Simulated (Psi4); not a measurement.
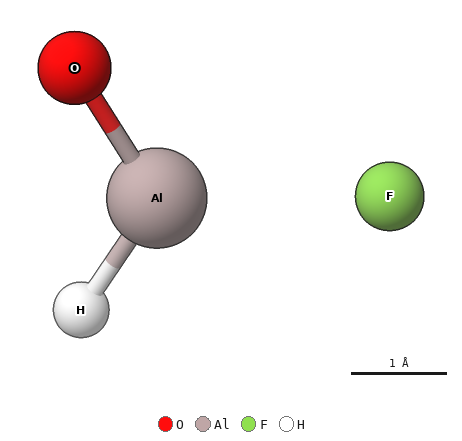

The structure (ball-and-stick view, seen at a tilt). Sticks mark near contacts. Bond lengths as drawn: Al–H 1.56 Å and Al–O 1.73 Å.

Single-point calculation, with input and output: AlHOF

AlHOF, multiplicity 2, computed with DSD-PBEP86/def2-TZVPP, UKS (Psi4 1.11).

A bond length was changed on purpose from its optimised value.

### The input (job.json)
```
{
 "schema_name": "qcschema_input",
 "schema_version": 1,
 "molecule": {
  "schema_name": "qcschema_molecule",
  "schema_version": 2,
  "symbols": ["O", "Al", "F", "H"],
  "geometry": [0.8580944, -1.97173835, 3.54708019, 1.1727338, 0.08371676, 1.02165019, -2.12877648, -0.01946418, -2.25293149, 3.50446686, 1.89690897, 0.92073882],
  "molecular_charge": 0,
  "molecular_multiplicity": 2,
  "fix_symmetry": "c1",
  "fix_com": true,
  "fix_orientation": true
 },
 "driver": "energy",
 "model": {
  "method": "dsd-pbep86",
  "basis": "def2-TZVPP"
 },
 "keywords": {
  "reference": "uks",
  "puream": true,
  "e_convergence": 1e-09,
  "d_convergence": 1e-08,
  "scf_type": "pk",
  "dft_radial_points": 99,
  "dft_spherical_points": 590,
  "num_frozen_docc": 7,
  "maxiter": 200
 }
}
```

Run on 1 thread of Intel Xeon (Granite Rapids), 16 GiB of memory available, shared host.

Launched with:
```bash
psi4 --qcschema job.json -n 1 --memory 1600MB
```

### Output
```
Psi4 1.11 release

   => Loading Basis Set <=

    Name: DEF2-TZVPP
    Role: ORBITAL
    Keyword: BASIS

         ---------------------------------------------------------
                                   SCF
                              UKS Reference
                        1 Threads,   1525 MiB Core
         ---------------------------------------------------------

  ==> Geometry <==

    Molecular point group: c1
    Full point group: C1

    Geometry (in Bohr), charge = 0, multiplicity = 2:

       Center              X                  Y                   Z               Mass
    ------------   -----------------  -----------------  -----------------  -----------------
         O            0.858094400000    -1.971738350000     3.547080190000    15.994914619570
         AL           1.172733800000     0.083716760000     1.021650190000    26.981538530000
         F           -2.128776480000    -0.019464180000    -2.252931490000    18.998403162730
         H            3.504466860000     1.896908970000     0.920738820000     1.007825032230

  Running in c1 symmetry.

  Rotational constants: A =      0.74919  B =      0.13093  C =      0.11149 [cm^-1]
  Rotational constants: A =  22460.02701  B =   3925.23736  C =   3342.23817 [MHz]
  Nuclear repulsion =   74.741317707730261

  Charge       = 0
  Multiplicity = 2
  Electrons    = 31
  Nalpha       = 16
  Nbeta        = 15

  ==> Algorithm <==

  SCF Algorithm Type is PK.
  DIIS enabled.
  MOM disabled.
  Fractional occupation disabled.
  Guess Type is SAD.
  Energy threshold   = 1.00e-09
  Density threshold  = 1.00e-08
  Integral threshold = 1.00e-12

  ==> Primary Basis <==

  Basis Set: DEF2-TZVPP
    Blend: DEF2-TZVPP
    Number of shells: 42
    Number of basis functions: 118
    Number of Cartesian functions: 135
    Spherical Harmonics?: true
    Max angular momentum: 3

  ==> DFT Potential <==

   => LibXC <=

    Version 7.1.2

   => Composite Functional: DSD-PBEP86 <=

    DSD-PBEP86 SCS Double Hybrid XC Functional (not dispersion corrected)

    Deriv               =              1
    GGA                 =           TRUE
    Meta                =          FALSE

    Exchange Hybrid     =           TRUE
    MP2 Hybrid          =           TRUE

   => Exchange Functionals <=

    0.2800     XC_GGA_X_PBE

   => Exact (HF) Exchange <=

    0.7200               HF

   => Correlation Functionals <=

    0.4400     XC_GGA_C_P86

   => MP2 Correlation <=

    MP2 SCS Hybrid      =           TRUE
    MP2 OS Alpha        =       0.510000
    MP2 SS Alpha        =       0.360000

   => LibXC Density Thresholds  <==

    XC_GGA_C_P86:  1.00E-15
    XC_GGA_X_PBE:  1.00E-15

   => Molecular Quadrature <=

    Radial Scheme          =       TREUTLER
    Pruning Scheme         =           NONE
    Nuclear Scheme         =       TREUTLER

    Blocking Scheme        =         OCTREE
    BS radius alpha        =              1
    Pruning alpha          =              1
    Radial Points          =             99
    Spherical Points       =            590
    Total Points           =         225753
    Total Blocks           =           1703
    Max Points             =            256
    Max Functions          =            114
    Weights Tolerance      =       1.00E-15

  ==> Integral Setup <==

  Using in-core PK algorithm.
   Calculation information:
      Number of atoms:                   4
      Number of AO shells:              42
      Number of primitives:             75
      Number of atomic orbitals:       135
      Number of basis functions:       118

      Integral cutoff                 1.00e-12
      Number of threads:                 1

  Performing in-core PK
  Using 49301462 doubles for integral storage.
  We computed 321812 shell quartets total.
  Whereas there are 408156 unique shell quartets.

  ==> DiskJK: Disk-Based J/K Matrices <==

    J tasked:                  Yes
    K tasked:                  Yes
    wK tasked:                  No
    Memory [MiB]:             1029
    Schwarz Cutoff:          1E-12

  Cached 20.0% of DFT collocation blocks in 0.102 [GiB].

  Minimum eigenvalue in the overlap matrix is 5.5087358210E-03.
  Reciprocal condition number of the overlap matrix is 1.3024812207E-03.
    Using symmetric orthogonalization.

  ==> Pre-Iterations <==

  SCF Guess: Superposition of Atomic Densities via on-the-fly atomic UHF (no occupation information).

   -------------------------
    Irrep   Nso     Nmo
   -------------------------
     A        118     118
   -------------------------
    Total     118     118
   -------------------------

  ==> Iterations <==

                        Total Energy        Delta E     RMS |[F,P]|

   @UKS iter SAD:  -415.89556005709926   -4.15896e+02   0.00000e+00
   @UKS iter   1:  -416.77917286900799   -8.83613e-01   7.70892e-03 ADIIS/DIIS
   @UKS iter   2:  -414.99687609793239    1.78230e+00   1.74854e-02 ADIIS/DIIS
   @UKS iter   3:  -417.20248672300158   -2.20561e+00   2.90961e-03 ADIIS/DIIS
   @UKS iter   4:  -417.25419543477989   -5.17087e-02   2.42047e-03 ADIIS/DIIS
   @UKS iter   5:  -417.29161719570084   -3.74218e-02   9.95199e-04 ADIIS/DIIS
   @UKS iter   6:  -417.30802706250324   -1.64099e-02   2.56897e-04 ADIIS/DIIS
   @UKS iter   7:  -417.31051144605868   -2.48438e-03   1.58956e-04 ADIIS/DIIS
   @UKS iter   8:  -417.31197347486255   -1.46203e-03   1.34339e-04 ADIIS/DIIS
   @UKS iter   9:  -417.31345304407614   -1.47957e-03   9.14149e-05 DIIS
   @UKS iter  10:  -417.31452727403234   -1.07423e-03   5.47251e-05 DIIS
   @UKS iter  11:  -417.31496340086625   -4.36127e-04   2.64605e-05 DIIS
   @UKS iter  12:  -417.31504062570144   -7.72248e-05   1.14477e-05 DIIS
   @UKS iter  13:  -417.31505013884032   -9.51314e-06   5.42325e-06 DIIS
   @UKS iter  14:  -417.31505189317187   -1.75433e-06   3.40611e-06 DIIS
   @UKS iter  15:  -417.31505276441044   -8.71239e-07   2.43757e-06 DIIS
   @UKS iter  16:  -417.31505339822468   -6.33814e-07   1.62005e-06 DIIS
   @UKS iter  17:  -417.31505367245290   -2.74228e-07   8.88251e-07 DIIS
   @UKS iter  18:  -417.31505371602759   -4.35747e-08   3.73366e-07 DIIS
   @UKS iter  19:  -417.31505372286614   -6.83855e-09   1.02521e-07 DIIS
   @UKS iter  20:  -417.31505372320362   -3.37479e-10   3.60423e-08 DIIS
   @UKS iter  21:  -417.31505372323835   -3.47313e-11   1.69590e-08 DIIS
   @UKS iter  22:  -417.31505372325176   -1.34150e-11   7.18675e-09 DIIS
  Energy and wave function converged.

  ==> Post-Iterations <==

   Electrons on quadrature grid:
      Nalpha   =   16.0000006147 ; deviation = 6.147e-07
      Nbeta    =   15.0000002215 ; deviation = 2.215e-07
      Ntotal   =   31.0000008362 ; deviation = 8.362e-07

   @Spin Contamination Metric:   6.511431499E-03
   @S^2 Expected:                7.500000000E-01
   @S^2 Observed:                7.565114315E-01
   @S   Expected:                5.000000000E-01
   @S   Observed:                5.000000000E-01

    Orbital Energies [Eh]
    ---------------------

    Alpha Occupied:

       1A    -57.743902     2A    -25.611156     3A    -20.159005
       4A     -4.748453     5A     -3.145700     6A     -3.142094
       7A     -3.140892     8A     -1.277251     9A     -1.258120
      10A     -0.616202    11A     -0.589879    12A     -0.525929
      13A     -0.507962    14A     -0.443017    15A     -0.442438
      16A     -0.440730

    Alpha Virtual:

      17A     -0.034222    18A     -0.018271    19A      0.052156
      20A      0.118335    21A      0.168394    22A      0.196128
      23A      0.222840    24A      0.231719    25A      0.233117
      26A      0.263590    27A      0.268838    28A      0.333436
      29A      0.408041    30A      0.492191    31A      0.553891
      32A      0.589214    33A      0.600504    34A      0.689223
      35A      0.697654    36A      0.726622    37A      0.748314
      38A      0.752662    39A      0.753875    40A      0.771456
      41A      0.805467    42A      0.824145    43A      0.857299
      44A      0.886584    45A      0.902497    46A      0.917787
      47A      0.923547    48A      0.974002    49A      1.101358
      50A      1.148123    51A      1.160769    52A      1.245778
      53A      1.508258    54A      1.666319    55A      1.689763
      56A      1.913797    57A      1.948091    58A      2.002234
      59A      2.045588    60A      2.064671    61A      2.251951
      62A      2.269661    63A      2.275274    64A      2.332243
      65A      2.375751    66A      2.521631    67A      2.750359
      68A      2.829656    69A      2.869144    70A      3.057317
      71A      3.202788    72A      3.289222    73A      3.307440
      74A      3.314670    75A      3.369118    76A      3.415437
      77A      3.470867    78A      3.581469    79A      3.600794
      80A      3.620565    81A      3.638218    82A      3.640706
      83A      3.825710    84A      3.925321    85A      4.063478
      86A      4.139906    87A      4.218939    88A      4.592624
      89A      5.306701    90A      5.312304    91A      5.343280
      92A      5.348551    93A      5.382945    94A      5.398876
      95A      5.407577    96A      6.471305    97A      6.480175
      98A      6.750456    99A      6.770277   100A      6.895623
     101A      7.317440   102A      7.319435   103A      7.320276
     104A      7.321610   105A      7.327707   106A      7.330914
     107A      7.330952   108A      8.107305   109A      8.762507
     110A      8.765080   111A      8.790446   112A      8.822811
     113A      8.868828   114A      9.502234   115A      9.762173
     116A      9.925897   117A     44.190759   118A     57.846946

    Beta Occupied:

       1A    -57.744268     2A    -25.610023     3A    -20.126029
       4A     -4.749019     5A     -3.146298     6A     -3.142368
       7A     -3.141501     8A     -1.273685     9A     -1.126978
      10A     -0.570152    11A     -0.495876    12A     -0.486499
      13A     -0.441191    14A     -0.440758    15A     -0.434661

    Beta Virtual:

      16A     -0.074996    17A     -0.018894    18A     -0.017160
      19A      0.062033    20A      0.131756    21A      0.184183
      22A      0.196227    23A      0.226272    24A      0.231645
      25A      0.234183    26A      0.264472    27A      0.278627
      28A      0.342089    29A      0.414948    30A      0.498837
      31A      0.563779    32A      0.607323    33A      0.639956
      34A      0.698920    35A      0.706701    36A      0.728974
      37A      0.748830    38A      0.754489    39A      0.754492
      40A      0.785808    41A      0.813170    42A      0.829571
      43A      0.864648    44A      0.895750    45A      0.904465
      46A      0.918675    47A      0.923741    48A      0.978965
      49A      1.103919    50A      1.150124    51A      1.168729
      52A      1.259178    53A      1.510325    54A      1.731666
      55A      1.757515    56A      1.915875    57A      1.959937
      58A      2.032346    59A      2.069817    60A      2.070243
      61A      2.265244    62A      2.269931    63A      2.277609
      64A      2.333820    65A      2.385485    66A      2.524184
      67A      2.771232    68A      2.851353    69A      2.967949
      70A      3.090364    71A      3.202698    72A      3.292118
      73A      3.315530    74A      3.318291    75A      3.375938
      76A      3.415747    77A      3.479942    78A      3.585199
      79A      3.601456    80A      3.621597    81A      3.641018
      82A      3.641840    83A      3.827803    84A      3.929938
      85A      4.063790    86A      4.142697    87A      4.221062
      88A      4.593656    89A      5.373162    90A      5.375869
      91A      5.386352    92A      5.395981    93A      5.406873
      94A      5.430984    95A      5.443246    96A      6.563907
      97A      6.582545    98A      6.788203    99A      6.835094
     100A      6.932490   101A      7.319143   102A      7.320734
     103A      7.321430   104A      7.323384   105A      7.329829
     106A      7.331151   107A      7.331216   108A      8.108696
     109A      8.763202   110A      8.765760   111A      8.793200
     112A      8.825717   113A      8.872022   114A      9.501811
     115A      9.762261   116A      9.925957   117A     44.213309
     118A     57.847672

    Final Occupation by Irrep:
              A
    DOCC [    15 ]
    SOCC [     1 ]
    NA   [    16 ]
    NB   [    15 ]

  @UKS Final Energy:  -417.31505372325176

   => Energetics <=

    Nuclear Repulsion Energy =             74.7413177077302606
    One-Electron Energy =                -729.7079514168032119
    Two-Electron Energy =                 248.4361331676956581
    DFT Exchange-Correlation Energy =     -10.7845531818743972
    Empirical Dispersion Energy =           0.0000000000000000
    VV10 Nonlocal Energy =                  0.0000000000000000
    Total Energy =                       -417.3150537232517649

  UHF NO Occupations:
  HONO-2 :   14  A 1.9989916
  HONO-1 :   15  A 1.9986380
  HONO-0 :   16  A 1.0000000
  LUNO+0 :   17  A 0.0013620
  LUNO+1 :   18  A 0.0010084
  LUNO+2 :   19  A 0.0006009
  LUNO+3 :   20  A 0.0002599

Computation Completed

Properties will be evaluated at   0.000000,   0.000000,   0.000000 [a0]

Properties computed using the SCF density matrix

 Multipole Moments:

 ------------------------------------------------------------------------------------
     Multipole            Electronic (a.u.)      Nuclear  (a.u.)        Total (a.u.)
 ------------------------------------------------------------------------------------

 L = 1.  Multiply by 2.5417464519 to convert [e a0] to [Debye]
 Dipole X            :         -4.9012788            6.4557731            1.5544943
 Dipole Y            :         13.3973320          -12.9638576            0.4334744
 Dipole Z            :        -21.2946474           22.3024494            1.0078020
 Magnitude           :                                                    1.9026343

 ------------------------------------------------------------------------------------

	total time  =         18 seconds =       0.30 minutes

   => Loading Basis Set <=

    Name: (DEF2-TZVPP AUX)
    Role: RIFIT
    Keyword: DF_BASIS_MP2

	 --------------------------------------------------------
	                          DF-MP2
	      2nd-Order Density-Fitted Moller-Plesset Theory
	              UMP2 Wavefunction,   1 Threads

	 --------------------------------------------------------

	 --------------------------------------------------------
	                 NBF =   118, NAUX =   305
	 --------------------------------------------------------
	   CLASS    FOCC     OCC    AOCC    AVIR     VIR    FVIR
	   ALPHA       7      16       9     102     102       0
	    BETA       7      15       8     103     103       0
	 --------------------------------------------------------

	-----------------------------------------------------------
	 ==================> DF-MP2 Energies <====================
	-----------------------------------------------------------
	 Reference Energy          =    -417.3150537232517649 [Eh]
	 Singles Energy            =      -0.0000000000000000 [Eh]
	 Same-Spin Energy          =      -0.1446565504632789 [Eh]
	 Opposite-Spin Energy      =      -0.4441495486344914 [Eh]
	 Correlation Energy        =      -0.5888060990977703 [Eh]
	 Total Energy              =    -417.9038598223495455 [Eh]
	-----------------------------------------------------------
	 ================> DF-SCS-MP2 Energies <==================
	-----------------------------------------------------------
	 SCS Same-Spin Scale       =       0.3600000000000000 [-]
	 SCS Opposite-Spin Scale   =       0.5100000000000000 [-]
	 SCS Same-Spin Energy      =      -0.0520763581667804 [Eh]
	 SCS Opposite-Spin Energy  =      -0.2265162698035906 [Eh]
	 SCS Correlation Energy    =      -0.5811983085158159 [Eh]
	 SCS Total Energy          =    -417.8962520317675740 [Eh]
	-----------------------------------------------------------

    DSD-PBEP86 Energy Summary
    -------------------------
    DFT Reference Energy                  =  -417.3150537232517649
    Scaled MP2 Correlation                =    -0.2785926279703710
    @Final double-hybrid DFT total energy =  -417.5936463512221621

	total time  =          0 seconds =       0.00 minutes

    Psi4 run time: 0:00:18.74
```

### File result.json
```
{
 "driver": "energy",
 "model": {
  "method": "dsd-pbep86",
  "basis": "def2-TZVPP"
 },
 "success": true,
 "return_result": -417.59364635122216,
 "properties": {
  "calcinfo_nbasis": 118,
  "calcinfo_nmo": 118,
  "calcinfo_nalpha": 16,
  "calcinfo_nbeta": 15,
  "calcinfo_natom": 4,
  "nuclear_repulsion_energy": 74.74131770773026,
  "return_energy": -417.59364635122216,
  "scf_one_electron_energy": -729.7079514168032,
  "scf_two_electron_energy": 248.43613316769566,
  "scf_xc_energy": -10.784553181874397,
  "scf_dipole_moment": [1.5544942993333537, 0.4334744472575345, 1.0078019866250507],
  "scf_total_energy": -417.31505372325176,
  "scf_iterations": 22
 }
}
```

### Results in brief

- outcome: converged
- total energy: −417.593646 hartree
- SCF energy: −417.315054 hartree
- basis functions: 118
- ⟨S²⟩: 0.757
- wall time: 20 s
- peak memory: 0.7 GiB
